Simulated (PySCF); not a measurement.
# C2H3F5OSi: a tour of settings, part 1 of 2

Aim: see how C2H3F5OSi (`O[SiH2]C(F)(F)C(F)(F)F`) answers to the choice of functional, basis, grid and SCF options, and what happens with inputs that are wrong on purpose.

Programs: PySCF 2.14.0, with density-fitted response routines of our own. Each step states its level of theory. These are calculated values for one molecule in the gas phase, unless marked as measured. Atoms are numbered from 0 throughout.

## 1. The starting structure

12 atoms, charge 0, multiplicity 1; geometry from: GFN2-xTB.

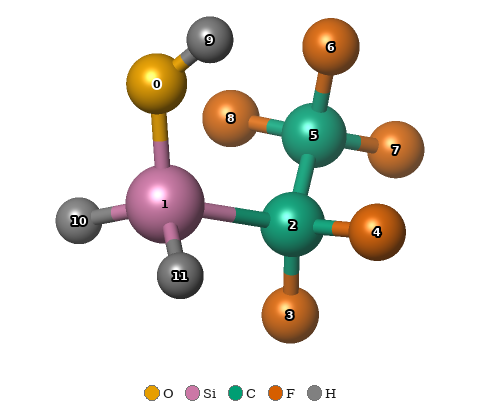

The starting geometry (oxygen amber, silicon pink, carbon teal, fluorine orange, hydrogen grey), atoms numbered.

## 2. J couplings: CAM-B3LYP/6-31++G**

Job settings and geometry (Å):

```
{"job": {"kind": "j", "xc": "CAM-B3LYP", "basis": "6-31++G**", "scf": {"conv": 0.1, "max_cycle": 96}}, "charge": 0, "multiplicity": 1}
O      1.868972     0.226671     0.937730
Si     1.195095    -0.875042    -0.014168
C     -0.483485    -0.165534    -0.721701
F     -1.284303    -1.150872    -1.208996
F     -0.249011     0.675394    -1.773744
C     -1.278797     0.620261     0.317647
F     -0.587597     1.710417     0.691841
F     -2.476703     1.034659    -0.086893
F     -1.461453    -0.116533     1.420518
H      1.975813     1.162913     0.777262
H      0.841203    -1.968744     0.867437
H      1.941464    -1.154276    -1.232961
```

With the program's defaults for keys left out, this is: CAM-B3LYP/6-31++G** indirect spin-spin coupling, non-relativistic, gas phase.

Command:

```sh
OMP_NUM_THREADS=1 python probes_run.py task.json out
```

This one command runs all jobs of the session in turn.

The log of the run:

```text
final grid: 119688 points
cycle   1  E = -941.5246454971  dE =  1.567e+00  |g| = 1.278e+00  |ddm| = 3.717e+00
cycle   2  E = -941.3028676990  dE =  2.218e-01  |g| = 1.781e+00  |ddm| = 3.159e+00
cycle   3  E = -941.8275954540  dE = -5.247e-01  |g| = 6.177e-02  |ddm| = 1.971e+00
cycle   4  E = -941.8282334015  dE = -6.379e-04  |g| = 3.421e-02  |ddm| = 9.121e-02
converged SCF energy = -941.8282334015

Indirect spin-spin couplings (Hz)
  i      j    bonds     total        FC       PSO       DSO        SD
  0 O    1 Si   1     -4.769     0.725    -5.689     0.057     0.137
  0 O    3 F    3     -1.541    -0.987     0.483     0.180    -1.217
  0 O    4 F    3      0.566    -0.031     0.197     0.028     0.372
  0 O    6 F    4     -1.201    -2.516     1.723    -0.168    -0.241
  0 O    8 F    4     -0.402    -0.199    -0.144    -0.056    -0.003
  0 O    9 H    1   -115.289  -104.510   -10.209    -0.569         -
  0 O   10 H    2    -16.794   -16.854    -0.042     0.101         -
  0 O   11 H    2     -4.703    -4.905    -0.013     0.215         -
  1 Si   2 C    1    -64.975   -63.286     0.249    -0.212    -1.726
  1 Si   3 F    2    -32.576   -35.218     3.385    -0.094    -0.650
  1 Si   4 F    2    -29.406   -28.671     1.010    -0.096    -1.649
  1 Si   5 C    2     -3.906    -3.996     0.046    -0.075     0.118
  1 Si   6 F    3      1.022     0.988     0.226    -0.067    -0.125
  1 Si   7 F    3     -1.491    -1.537     0.046     0.213    -0.213
  1 Si   8 F    3     -0.836    -1.360     0.656    -0.138     0.006
  1 Si   9 H    2     -2.124    -3.052     0.519     0.608    -0.199
  1 Si  10 H    1   -228.036  -228.133     1.159    -0.444    -0.618
  1 Si  11 H    1   -212.092  -212.170     1.068    -0.426    -0.564
  2 C    3 F    1   -235.451  -242.657    -5.822     1.503    11.526
  2 C    4 F    1   -232.427  -241.297    -4.710     1.516    12.064
  2 C    6 F    2     38.272    39.212    -1.385     0.444     0.002
  2 C    7 F    2     18.789    14.908     0.986     0.292     2.602
  2 C    8 F    2     47.773    48.767    -1.581     0.438     0.150
  2 C    9 H    3     -0.293    -0.345    -0.103     0.155         -
  2 C   10 H    2      8.962     8.935    -0.179     0.206         -
  2 C   11 H    2      7.266     7.214    -0.198     0.249         -
  3 F    4 F    2    368.565   139.905   144.166     0.313    84.181
  3 F    5 C    2     26.017    28.232    -3.084     0.506     0.363
  3 F    6 F    3     12.308    -3.005     0.762    -1.328    15.879
  3 F    7 F    3     -7.925     2.529   -12.333     0.562     1.317
  3 F    8 F    3     -5.004    -0.851    -1.902     0.385    -2.636
  3 F    9 H    4     -1.889    -0.724     0.254    -1.392    -0.026
  3 F   10 H    3     -1.583    -1.720     0.042     0.448    -0.352
  3 F   11 H    3     -1.781    -1.277    -0.228    -0.010    -0.266
  4 F    5 C    2     25.752    27.751    -2.792     0.522     0.270
  4 F    6 F    3     -7.542     2.005   -10.487     0.723     0.219
  4 F    7 F    3    -10.492     0.107   -10.619     0.377    -0.357
  4 F    8 F    3     18.385     0.255     2.286    -1.329    17.174
  4 F   10 H    3     19.426    20.754     0.176    -1.570     0.066
  4 F   11 H    3      2.251     2.324    -0.520     0.743    -0.296
  5 C    6 F    1   -220.448  -202.396   -26.777     1.745     6.979
  5 C    7 F    1   -245.879  -220.137   -32.664     1.710     5.212
  5 C    8 F    1   -221.391  -201.642   -28.123     1.725     6.648
  5 C   10 H    3     -0.518    -0.557    -0.091     0.130         -
  5 C   11 H    3      2.819     2.952     0.083    -0.216         -
  6 F    7 F    2    124.112   115.110   -30.160     0.247    38.916
  6 F    8 F    2    154.308   116.744    -5.206     0.340    42.430
  6 F   10 H    4     -0.575    -0.133     0.348    -0.676    -0.114
  6 F   11 H    4     -0.726     0.030     0.275    -0.969    -0.063
  7 F    8 F    2    118.393   114.196   -34.361     0.191    38.367
  7 F    9 H    5     -0.382     0.063     0.471    -0.935     0.019
  7 F   10 H    4     -0.217     0.419     0.422    -1.024    -0.034
  7 F   11 H    4      3.519     4.209     0.533    -1.283     0.060
  8 F    9 H    5     -0.185    -0.103     0.522    -0.462    -0.141
  8 F   10 H    4      5.758     5.525    -1.068     1.264     0.038
  8 F   11 H    4      0.957     1.967     0.399    -1.337    -0.072
  9 H   10 H    3      9.378    11.080     1.838    -3.540         -
  9 H   11 H    3     -2.261    -1.399     0.741    -1.603         -
 10 H   11 H    2     21.731    23.866     0.341    -2.476         -
```

It took 46 s on 1 thread of Intel Xeon 6975P-C, shared host; peak memory 0.95 GiB.

It converged, yet the result is unsound: the SCF threshold of 0.1 Eh is far too loose.

## 3. Excited states and response: mPW1PW91/def2-SVPD

Same as in step 2 but for these lines:

```diff
@@ -1,2 +1,2 @@
-{"job": {"kind": "j", "xc": "CAM-B3LYP", "basis": "6-31++G**", "scf": {"conv": 0.1, "max_cycle": 96}}, "charge": 0, "multiplicity": 1}
+{"job": {"kind": "uv", "xc": "mPW1PW91", "basis": "def2-SVPD", "nstates": 12, "ntriplets": 2, "tda": false, "grid": 4}, "charge": 0, "multiplicity": 1}
 O      1.868972     0.226671     0.937730
```

Level: TDDFT mPW1PW91/def2-SVPD, vertical, gas phase, core orbitals frozen in the response.

The log of the run:

```text
coarse grid: 12176 points
cycle   1  E = -940.9029282492  dE =  1.407e+00  |g| = 1.216e+00  |ddm| = 4.197e+00
cycle   2  E = -940.4775415948  dE =  4.254e-01  |g| = 2.000e+00  |ddm| = 2.759e+00
cycle   3  E = -941.1629246245  dE = -6.854e-01  |g| = 8.077e-02  |ddm| = 1.735e+00
cycle   4  E = -941.1636190948  dE = -6.945e-04  |g| = 6.131e-02  |ddm| = 1.583e-01
cycle   5  E = -941.1642898602  dE = -6.708e-04  |g| = 1.144e-02  |ddm| = 5.774e-02
cycle   6  E = -941.1643102199  dE = -2.036e-05  |g| = 3.127e-03  |ddm| = 1.408e-02
cycle   7  E = -941.1643120570  dE = -1.837e-06  |g| = 6.755e-04  |ddm| = 3.588e-03
final grid: 305704 points
cycle   8  E = -941.2889045951  dE = -3.873e-05  |g| = 6.105e-03  |ddm| = 7.256e-02
cycle   9  E = -941.2888966824  dE =  7.913e-06  |g| = 9.267e-03  |ddm| = 1.272e-02
cycle  10  E = -941.2889110339  dE = -1.435e-05  |g| = 2.042e-04  |ddm| = 7.191e-03
cycle  11  E = -941.2889110373  dE = -3.469e-09  |g| = 1.726e-04  |ddm| = 4.902e-04
cycle  12  E = -941.2889110423  dE = -4.962e-09  |g| = 4.364e-05  |ddm| = 1.753e-04
cycle  13  E = -941.2889110426  dE = -3.213e-10  |g| = 8.482e-06  |ddm| = 4.970e-05
converged SCF energy = -941.2889110426

Static polarisability (au): isotropic 57.054, principal 54.247 55.564 61.351

Singlet excitations
state   eV       nm        f      main configurations
  1   7.1818    172.6   0.00262   H->L 0.97
  2   7.8482    158.0   0.00488   H-1->L 0.97
  3   8.2474    150.3   0.04347   H->L+1 0.75, H->L+2 0.09
  4   8.4939    146.0   0.00901   H->L+3 0.38, H->L+2 0.29, H->L+1 0.21
  5   8.7352    141.9   0.00455   H->L+3 0.49, H->L+2 0.29, H->L+4 0.11
  6   8.9222    139.0   0.01146   H-1->L+1 0.85
  7   9.0490    137.0   0.12700   H->L+4 0.66, H->L+2 0.26
  8   9.2499    134.0   0.03375   H-2->L 0.81
  9   9.4224    131.6   0.03843   H-1->L+3 0.58, H-1->L+2 0.20
 10   9.4461    131.3   0.05382   H-1->L+2 0.67, H-1->L+3 0.26
 11   9.6125    129.0   0.04477   H-1->L+4 0.38, H->L+5 0.30, H->L+6 0.13
 12   9.6700    128.2   0.11364   H->L+5 0.47, H-1->L+4 0.39

Triplet excitations (Tamm-Dancoff, eV): 6.7222 7.3925
```

It took 53 s on 1 thread of Intel Xeon 6975P-C, shared host; peak memory 0.91 GiB.

Frontier orbitals and where they lie:

```
orbital      eV                        atoms
 HOMO−3  -11.74  O0 45 %, Si1 22 %, H10 16 %
 HOMO−2  -11.22    O0 53 %, Si1 10 %, C2 6 %
 HOMO−1   -9.90  O0 38 %, Si1 24 %, H10 15 %
   HOMO   -9.16   C2 23 %, O0 18 %, Si1 16 %
   LUMO   -0.55    Si1 28 %, O0 18 %, H9 9 %
 LUMO+1    0.36  Si1 30 %, C2 10 %, H11 10 %
 LUMO+2    0.74  Si1 38 %, H11 12 %, O0 10 %
```

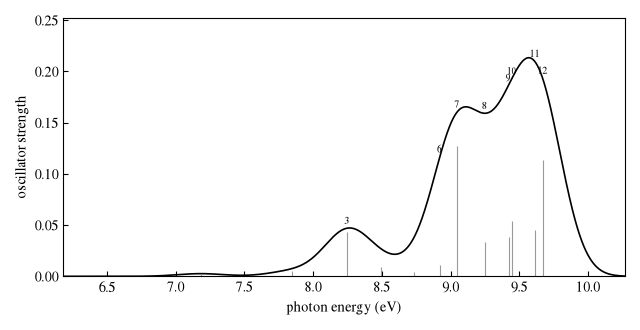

Absorption spectrum from the 12 singlet states computed; above the last one it falls off for lack of states. Lines are broadened to a width of 0.40 eV (Gaussian).

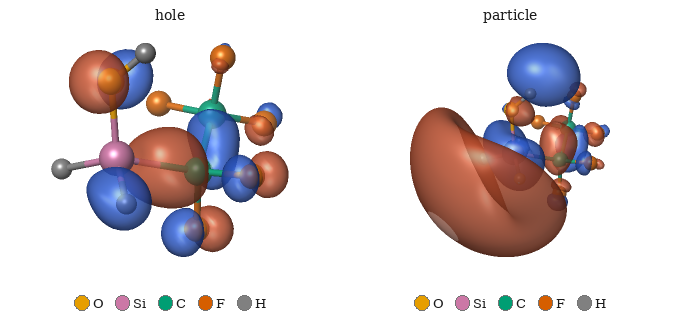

Leading natural transition orbitals of singlet state 7: the electron leaves the hole (left) for the particle orbital (right).

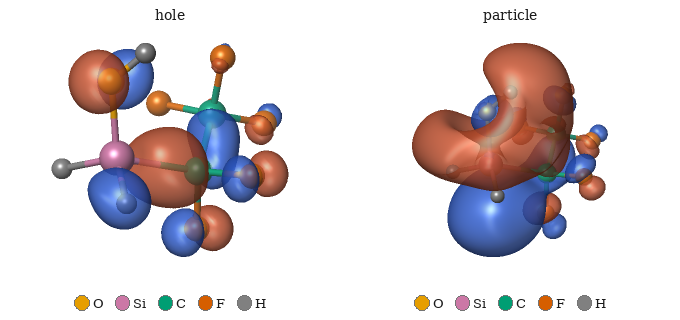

Leading natural transition orbitals of singlet state 1: the electron leaves the hole (left) for the particle orbital (right).

Ground-state properties from the same run:

```
           property  computed
  dipole moment (D)      2.20
polarisability (Å³)      8.45
 HOMO–LUMO gap (eV)      8.61
      −ε(HOMO) (eV)      9.16
```

Orbitals, density, ELF and potential are computed afterwards from the orbital file.

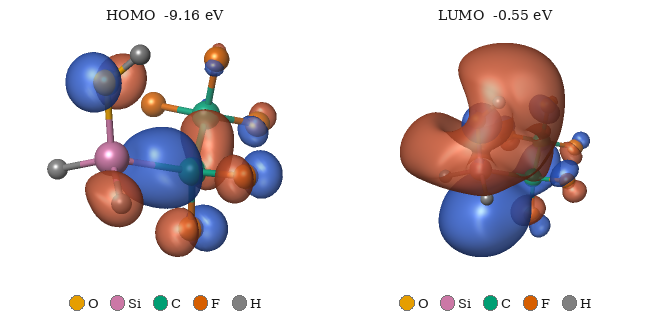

mPW1PW91/def2-SVPD orbitals near the gap, drawn at the value that encloses 70 % of each; the two colours are the two signs.

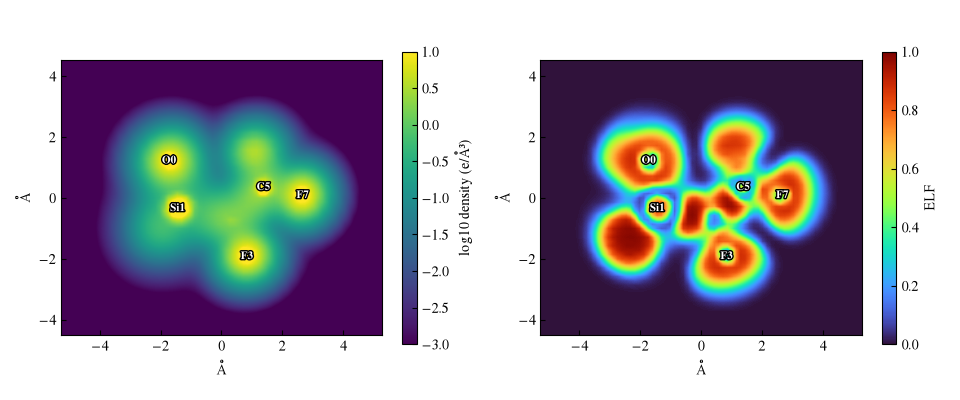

Density (left) and ELF (right) in a plane through or near 5 of the atoms.

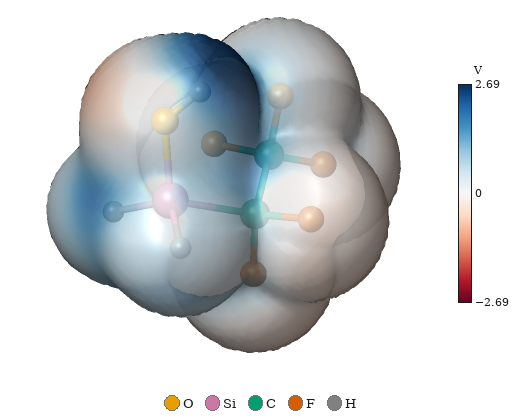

Electrostatic potential on the surface of density 0.002 e/bohr³; red is low, blue high. It runs from -0.72 V near O0 to 2.69 V near H9.

## 4. Shielding tensors: HF/pcSseg-1

Same as in step 3 but for these lines:

```diff
@@ -1,2 +1,2 @@
-{"job": {"kind": "uv", "xc": "mPW1PW91", "basis": "def2-SVPD", "nstates": 12, "ntriplets": 2, "tda": false, "grid": 4}, "charge": 0, "multiplicity": 1}
+{"job": {"kind": "nmr", "xc": "HF", "basis": "pcSseg-1", "pop": true, "grid": 4, "scf": {"level_shift": 0.3}}, "charge": 0, "multiplicity": 1}
 O      1.868972     0.226671     0.937730
```

Method: GIAO HF/pcSseg-1 NMR shielding, non-relativistic, gas phase.

The log of the run:

```text
final grid: 305704 points
cycle   1  E = -937.9778131626  dE =  1.708e+00  |g| = 1.426e+00  |ddm| = 2.950e+00
cycle   2  E = -938.3497926555  dE = -3.720e-01  |g| = 6.059e-01  |ddm| = 1.053e+00
cycle   3  E = -938.4053231272  dE = -5.553e-02  |g| = 1.177e-01  |ddm| = 2.794e-01
cycle   4  E = -938.4103112855  dE = -4.988e-03  |g| = 4.103e-02  |ddm| = 1.339e-01
cycle   5  E = -938.4112065925  dE = -8.953e-04  |g| = 1.364e-02  |ddm| = 6.731e-02
cycle   6  E = -938.4113291302  dE = -1.225e-04  |g| = 4.872e-03  |ddm| = 2.848e-02
cycle   7  E = -938.4113448519  dE = -1.572e-05  |g| = 1.759e-03  |ddm| = 1.112e-02
cycle   8  E = -938.4113469419  dE = -2.090e-06  |g| = 5.731e-04  |ddm| = 4.237e-03
cycle   9  E = -938.4113472219  dE = -2.799e-07  |g| = 2.222e-04  |ddm| = 1.617e-03
cycle  10  E = -938.4113472677  dE = -4.590e-08  |g| = 8.869e-05  |ddm| = 6.416e-04
cycle  11  E = -938.4113472756  dE = -7.802e-09  |g| = 3.686e-05  |ddm| = 2.591e-04
cycle  12  E = -938.4113472769  dE = -1.358e-09  |g| = 1.550e-05  |ddm| = 1.074e-04
cycle  13  E = -938.4113472771  dE = -2.319e-10  |g| = 6.380e-06  |ddm| = 4.493e-05
level shift removed, Fock matrix diagonalised once more
converged SCF energy = -938.4113472771

GIAO shielding tensors (ppm)
atom      isotropic    diamagn.    paramagn.     s11        s22        s33       span
  0 O      332.329     390.050     -57.722    301.589    328.476    366.921     65.332
  1 Si     425.748     874.288    -448.540    383.943    437.625    455.677     71.734
  2 C       83.516     244.921    -161.405     67.244     89.179     94.125     26.881
  3 F      373.539     472.221     -98.682    255.271    386.481    478.866    223.595
  4 F      369.328     473.909    -104.582    250.037    392.798    465.148    215.111
  5 C       80.639     239.127    -158.488     75.846     81.500     84.571      8.725
  6 F      302.949     475.088    -172.138    219.870    308.389    380.589    160.719
  7 F      310.200     469.524    -159.324    229.339    312.563    388.699    159.359
  8 F      301.755     473.798    -172.043    218.577    305.848    380.842    162.265
  9 H       29.317      30.998      -1.681     20.366     24.493     43.094     22.728
 10 H       27.655      28.604      -0.948     24.737     25.765     32.465      7.728
 11 H       27.587      28.281      -0.694     24.005     26.001     32.755      8.750
```

Wall time 14 s (1 thread of Intel Xeon 6975P-C, shared host); peak memory 0.95 GiB.

The references, computed at this level on geometries of the same kind, shield at (ppm): 1H TMS 32.15, 13C TMS 193.4, 29Si TMS 393.3, 19F CFCl3 241.4, 17O H2O 334.7. Their shielding less the atom's gives the shift. The references are single molecules in the gas phase, so shifts against H2O, NH3, PH3, H3PO4 or CFCl3 are not on the usual liquid scales and can be off by tens of ppm. Atoms listed in one row are averaged.

```
     atoms                                        environment  σ (ppm)  δ (ppm)
        C5                                         CF3 carbon     80.6    112.7
        C2  fully substituted sp3 carbon bonded to 2 F and Si     83.5    109.9
  H10, H11               hydrogen on a silicon bonded to C, O    27.62     4.53
        H9                 hydrogen on an oxygen bonded to Si    29.32     2.83
        O0                             oxygen bonded to Si, H    332.3      2.3
       Si1                        silicon bonded to C, O, 2 H    425.7    -32.5
F6, F7, F8                            fluorine of a CF3 group    305.0    -63.5
    F3, F4                            fluorine of a CF2 group    371.4   -130.0
```

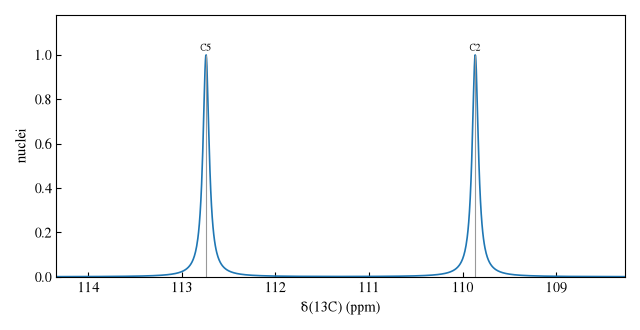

13C lines at the computed shifts, without couplings. Lines are broadened to a width of 0.08 ppm (Lorentzian).

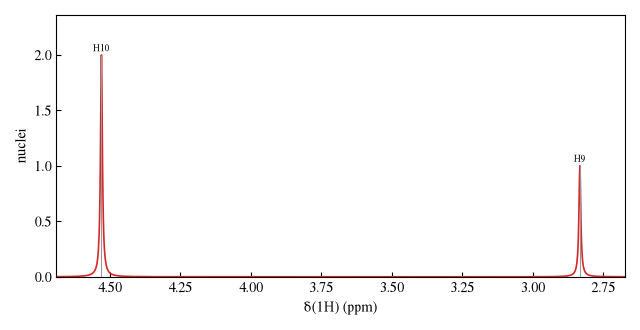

1H lines at the computed shifts, without couplings. Lines are broadened to a width of 0.01 ppm (Lorentzian).

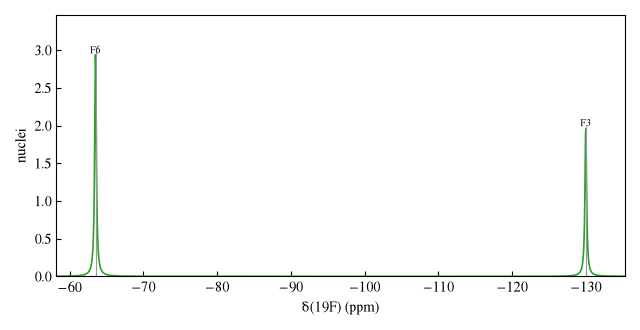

19F lines at the computed shifts, without couplings. Lines are broadened to a width of 0.27 ppm (Lorentzian).

The run also stored atomic charges by several schemes (e):

```
     atoms  Mulliken    IAO  Hirshfeld  ESP fit
        O0     -0.67  -0.85      -0.36    -0.74
       Si1      1.17   1.21       0.49     0.85
        C2      0.33   0.31       0.08     0.03
    F3, F4     -0.39  -0.34      -0.13    -0.18
        C5      1.04   0.91       0.29     0.68
F6, F7, F8     -0.35  -0.32      -0.11    -0.22
```

IAO charges:

```
atom  value (e)
  O0      -0.85
 Si1       1.21
  C2       0.31
  F3      -0.33
  F4      -0.34
  C5       0.91
  F6      -0.33
  F7      -0.30
  F8      -0.32
  H9       0.39
 H10      -0.16
 H11      -0.18
```

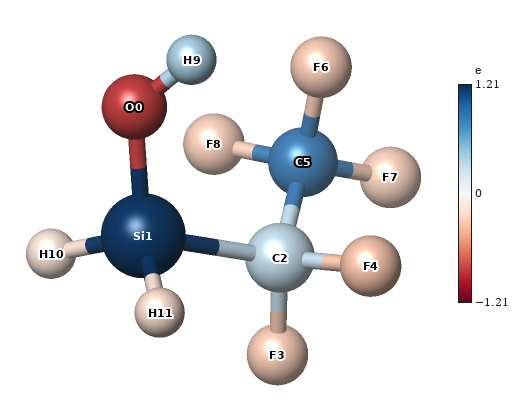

IAO charges, as colours on the atoms.

Mayer bond orders: O0–Si1 0.95, Si1–C2 0.74, C2–F3 0.82, C2–F4 0.81, C2–C5 0.93, C5–F6 0.88, C5–F7 0.93, C5–F8 0.89.

## 5. Excited states and response: PBE00/def2-SVPD

Same as in step 4 but for these lines:

```diff
@@ -1,2 +1,2 @@
-{"job": {"kind": "nmr", "xc": "HF", "basis": "pcSseg-1", "pop": true, "grid": 4, "scf": {"level_shift": 0.3}}, "charge": 0, "multiplicity": 1}
+{"job": {"kind": "uv", "xc": "PBE00", "basis": "def2-SVPD", "nstates": 12, "ntriplets": 0, "tda": false, "scf": {"diis": false, "max_cycle": 60}}, "charge": 0, "multiplicity": 1}
 O      1.868972     0.226671     0.937730
```

With the program's defaults for keys left out, this is: PBE00/def2-SVPD.

The log of the run:

```text
KeyError: "LibXCFunctional: name 'PBE00' not found."
```

It took 0.11 s on 1 thread of Intel Xeon 6975P-C, shared host.

**What went wrong.** No functional is called PBE00: the name is misspelt. Cure: type the name correctly.

(Continued in part 2 of 2.)
